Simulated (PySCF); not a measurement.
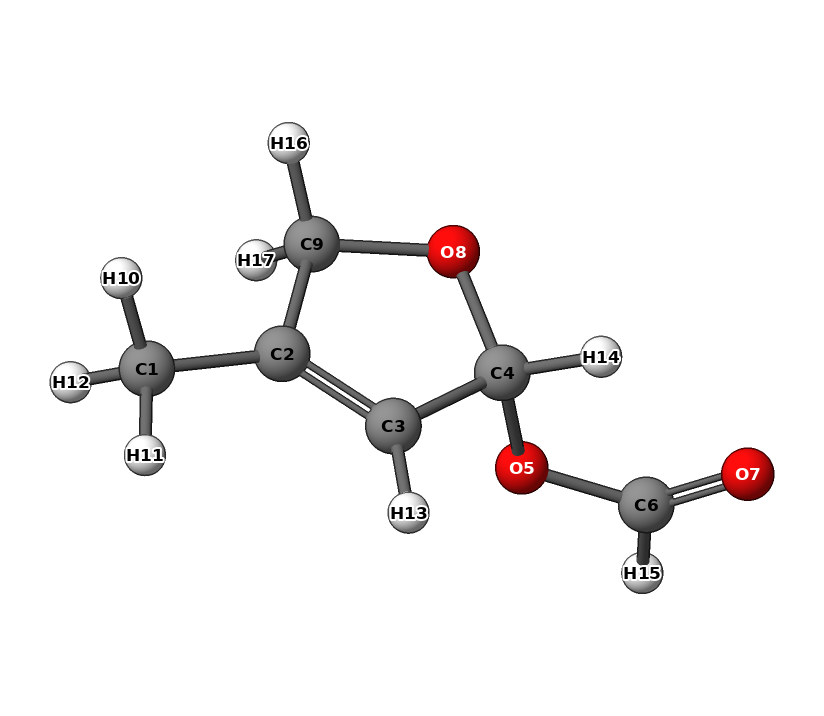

The questions are on isotropic NMR shieldings of the C atoms. Computed geometry: GFN2-xTB optimisation. No frequency run is at hand to confirm it as a minimum. Method: GIAO PBE0/pcSseg-1 NMR shielding, non-relativistic, gas phase (PySCF 2.14.0).

### Which C atom is the most shielded (lowest chemical shift)?

C1 (171.8 ppm).

### Which C atom is the least shielded (highest chemical shift)?

C6 (22.7 ppm).

### How wide is the range of C shifts?

149.1 ppm.

List the isotropic NMR shieldings of the C atoms.

```csv
atom,σ (ppm)
C1,171.8
C2,33.5
C3,58.6
C4,82.6
C6,22.7
C9,104.3
```
